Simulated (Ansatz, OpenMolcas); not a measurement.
## Predicting a hybrid from its neighbours: C3H4O (cyclopropanone)

C3H4O: 8 atoms, total charge 0, spin state singlet. SMILES: `O=C1CC1`. Geometry: relaxed at PBE0-D4/def2-TZVP.

The HOMO–LUMO gap y, in eV, basis 6-311+G(d,p); a is the functional's share of exact exchange. Programs: Ansatz 0.2.0, OpenMolcas 26.06.

| functional | program | a | y (eV) |
| --- | --- | --- | --- |
| TPSS | OpenMolcas | 0 | 3.62 |
| r2SCAN | Ansatz | 0 | 3.92 |
| B3LYP | Ansatz | 0.2 | 5.53 |
| r2SCAN0 | Ansatz | 0.25 | 6.35 |
| PBE0 | Ansatz | 0.25 | ? |
| BHLYP | Ansatz | 0.5 | 8.65 |

Problem. Fit y = c + s·a to the known rows and predict PBE0.

Solution. 
1. Means of the 5 rows: a = 0.1900, y = 5.614.
2. Σ(Δa)² = 0.172, Σ(Δa·Δy) = 1.6852, so the slope is 1.6852/0.172 = 9.7977.
3. Intercept: 5.614 − (9.7977) × 0.1900 = 3.752. The largest residual of the fit is 0.18.
4. PBE0: 3.752 + (9.7977) × 0.25 = 6.20 eV.

The run gave 6.01 eV, so the prediction is off by +0.19 eV, about the largest residual. Exact exchange lowers occupied levels and raises empty ones. The rows mix families of semi-local functionals, which the line can't see.

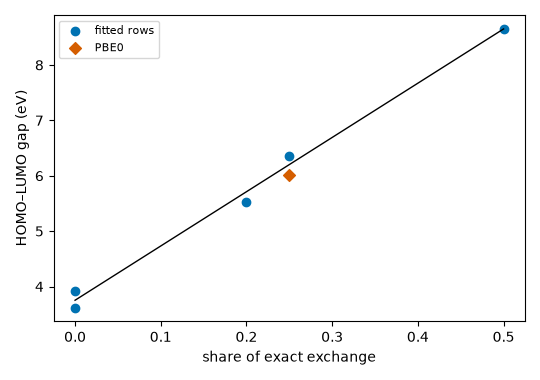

The fitted line, with the withheld row.
